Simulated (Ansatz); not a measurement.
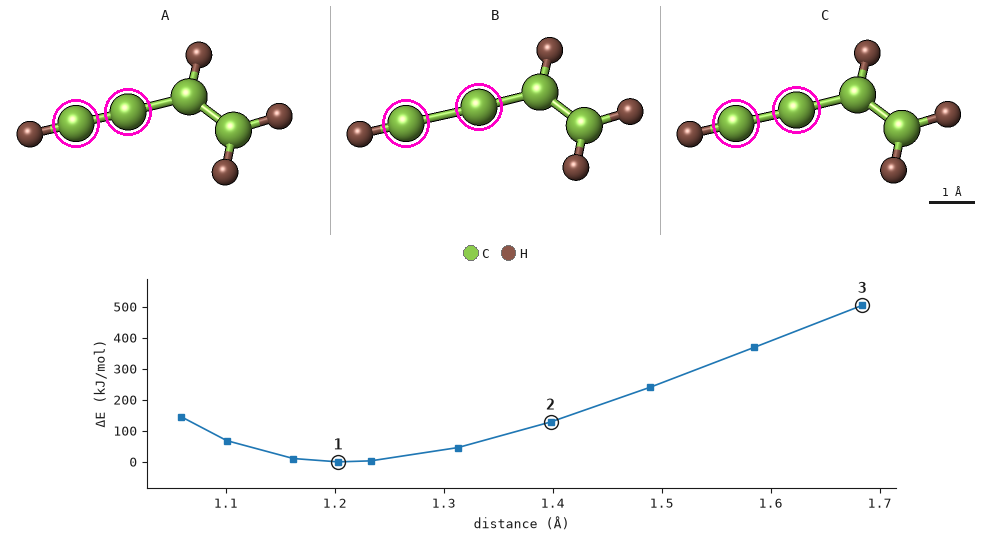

C₄H₄: one C–C bond length is varied, with the rest of the molecule carried along rigidly. The frames are shuffled; the numbered points of the plot belong to them. The picture is a ball-and-stick view, seen at a tilt. The ringed atoms are those of the scanned coordinate.

Single-point energies from Ansatz with r2SCAN-D4 in the def2-TZVPP basis, on geometries moved rigidly from the minimum at PBE0-D4/def2-TZVP. Energies are counted from the PBE0-D4/def2-TZVP minimum geometry at the same level.

Question: Match the frames to the points.

Answer: Point 1 is frame A (the distance 1.203 Å, 0 kJ/mol); 2 is frame C (the distance 1.398 Å, 128 kJ/mol); 3 is frame B (the distance 1.684 Å, 505 kJ/mol). Of the computed points the lowest is at the distance 1.203 Å, 0 kJ/mol. The end points stand at 146 kJ/mol (1.059 Å) and 505 kJ/mol (1.684 Å). The curvature at the lowest point is about 110 eV/Å² (17 mdyn/Å). The well is steeper on the short side, as for any bond.
